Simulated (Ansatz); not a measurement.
**H7NO2Si2: small, medium and large basis sets**

Aim: see how fast density functionals converge with the basis set for H7NO2Si2.

The runs use Ansatz 0.2.0, Gaussian basis; one geometry, several basis sets.

Levels to be run: PBE0-D4/def2-SVP; ωB97M-V/def2-SVP; PBE0-D4/def2-QZVPP; ωB97M-V/def2-QZVPP; the functionals' def2-TZVPP values are taken from earlier runs.

### 1 Structure used throughout

All runs share one geometry, relaxed beforehand with PBE0-D4 in a triple-zeta def2 set.

12 atoms, charge 0, spin multiplicity 1.

Atoms are counted from 1 here; the program's logs count them from 0.

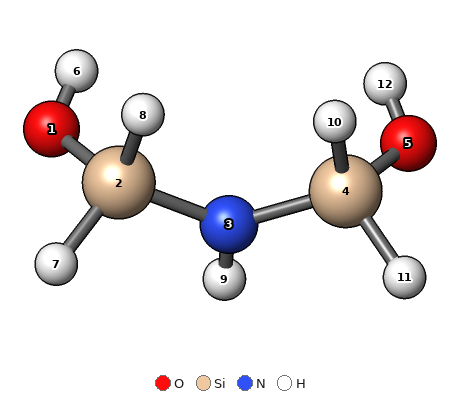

The structure; oxygen red, silicon light orange, nitrogen blue, hydrogen white; atoms are numbered from 1 in the order of the file.

### 2 PBE0-D4 in def2-SVP

File in.yaml:

```yaml
crystal:
  periodic: [false, false, false]
  atoms:
    - {symbol: O, position_ang: [-2.349935, -1.204854, 0.032626]}
    - {symbol: Si, position_ang: [-0.720935, -1.439483, 0.069223]}
    - {symbol: N, position_ang: [0.179975, -0.174283, -0.673009]}
    - {symbol: Si, position_ang: [1.329540, 0.912132, 0.006294]}
    - {symbol: O, position_ang: [0.877040, 2.492830, -0.075085]}
    - {symbol: H, position_ang: [-2.702629, -0.444434, 0.496476]}
    - {symbol: H, position_ang: [-0.553383, -2.713247, -0.665035]}
    - {symbol: H, position_ang: [-0.216071, -1.523395, 1.462869]}
    - {symbol: H, position_ang: [0.039383, -0.078444, -1.671493]}
    - {symbol: H, position_ang: [1.511732, 0.470797, 1.412104]}
    - {symbol: H, position_ang: [2.597887, 0.891465, -0.755681]}
    - {symbol: H, position_ang: [0.084495, 2.755620, 0.394608]}
basis:
  gaussian: {orbitals: def2-SVP}
hamiltonian: {xc: pbe0, dispersion: d4}
output: {orbitals: {seedname: orbitals}}
```

After this run come: ωB97M-V in def2-SVP; PBE0-D4 in def2-QZVPP; ωB97M-V in def2-QZVPP.

Before running them: what should the planned runs give, taken together? Wanted: PBE0-D4: double and triple zeta above quadruple; ωB97M-V: double and triple zeta above quadruple.

As calculated:

```
                                       quantity           value
PBE0-D4: double and triple zeta above quadruple  13.98, 0.91 eV
ωB97M-V: double and triple zeta above quadruple  14.13, 0.85 eV
```

In words: PBE0-D4 gains 13.07 eV from double to triple zeta, then 0.91 eV more. These are total energies; as a rule much of such shifts cancels in differences, which this series doesn't test. The LUMO of ωB97M-V is positive and keeps falling with the basis (2.70 to 1.04 eV): an unbound level that the basis holds in place.
